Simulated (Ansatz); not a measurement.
AlBClO (doublet)

Input file:

```
crystal:
  periodic: [false, false, false]
  atoms:
    - {symbol: Al, position_ang: [0.449768, 0.941377, -1.910267]}
    - {symbol: B, position_ang: [0.480109, 2.830642, -2.883204]}
    - {symbol: Cl, position_ang: [-1.439203, 0.014236, -1.683618]}
    - {symbol: O, position_ang: [0.617667, 3.902472, -3.419156]}
basis:
  gaussian: {orbitals: def2-TZVPD}
magnetization: {spin_polarized: true, initial_magnetization: 1}
hamiltonian: {xc: pbe0}
output: {forces: true, orbitals: {seedname: orbitals}}
```

Command:

```sh
ansatz run input.yaml --threads 1 --pin off --max-ram 2610MiB --events-out events.jsonl --progress --plain --runs-dir runs
```

Geometry: B3LYP-D3(BJ)/def2-SVP.

These are results of Ansatz 0.2.0, isolated molecule in a Gaussian basis; Kohn-Sham density functional theory, functional PBE0, not measurements.

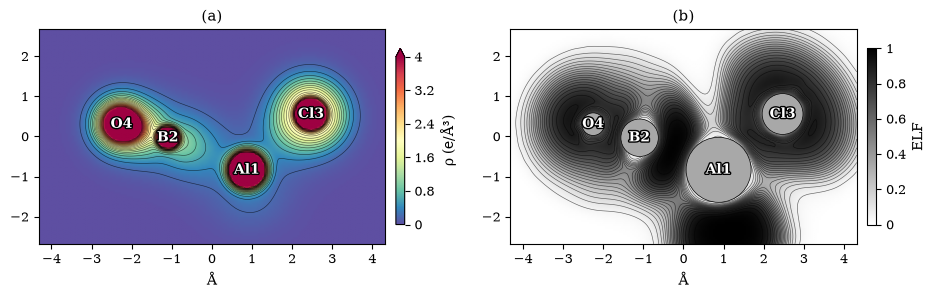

Figure 1. (a) electron density; (b) electron localisation function on the molecular plane. Grey discs cover the atomic cores in the ELF map.

> Interpret the plot.

The section cuts through Al, B, Cl and O sites.
B–O (1.21 Å): ρ is about 3 e/Å³ halfway; the ELF peaks at about 0.85 between the atoms (a short, strongly polar bond).
Al–Cl (2.12 Å): the density is about 0.71 e/Å³ at the midpoint; the ELF peaks at about 0.85 in the valence shell of Cl, 0.9 Å from its nucleus, and is about 0.80 at the midpoint.
Al–B (2.13 Å): ρ at the midpoint is about 0.55 e/Å³; the ELF peaks at about 1 between the atoms; a covalent bond.
The ELF also peaks beside Cl3 and O4, away from the bonds: non-bonding electrons, paired or unpaired.

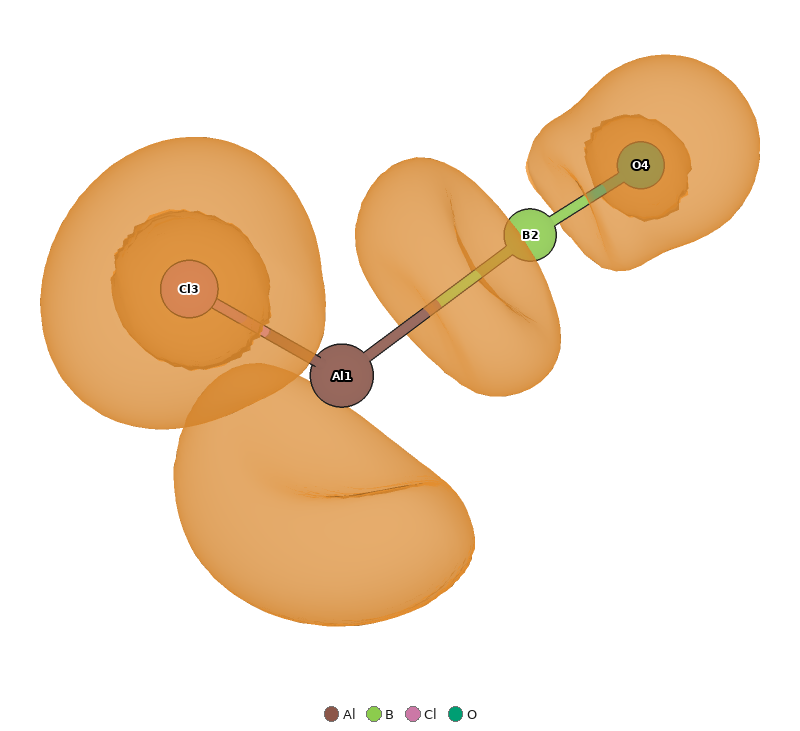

Figure 2. Isosurface of the electron localisation function at 0.75 (orange), seen at a tilt. Only the valence region is drawn (cores and ρ < 0.01 e/Å³ removed).

> Where are the electrons localised?

The surface consists of one lobe of the valence shell of B pointing towards Al (polar bonds), one region on Cl in which the atom's valence shell and bonds are merged, one region on O in which the atom's valence shell and bonds are merged and one lobe on Al, pointing away from the bonds (non-bonding electrons).

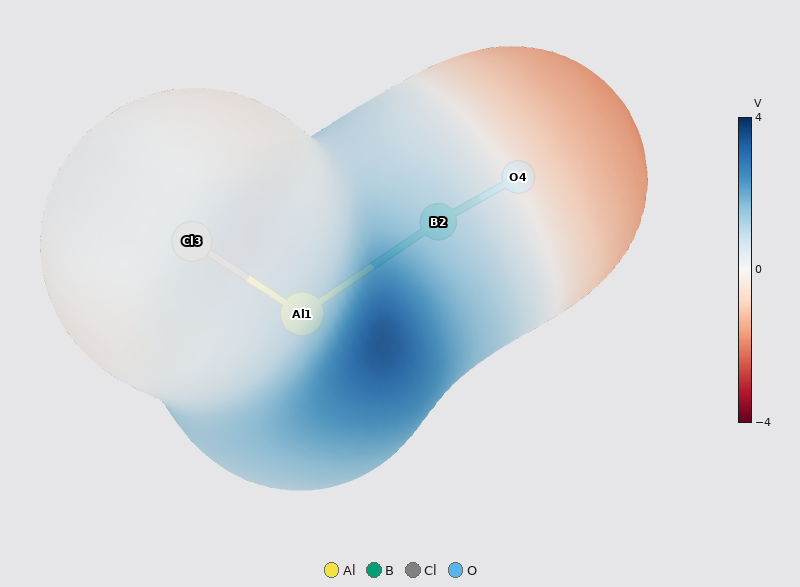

Figure 3. The electrostatic potential painted on the density surface at 0.002 e/bohr³, seen at a tilt; the colour scale runs from red (negative) to blue (positive).

> Describe the electrostatic potential map.

The most negative region (about −1.7 V) lies over O4, the most positive (about +3.4 V) over Al1. O4 is the likeliest acceptor of a hydrogen bond.
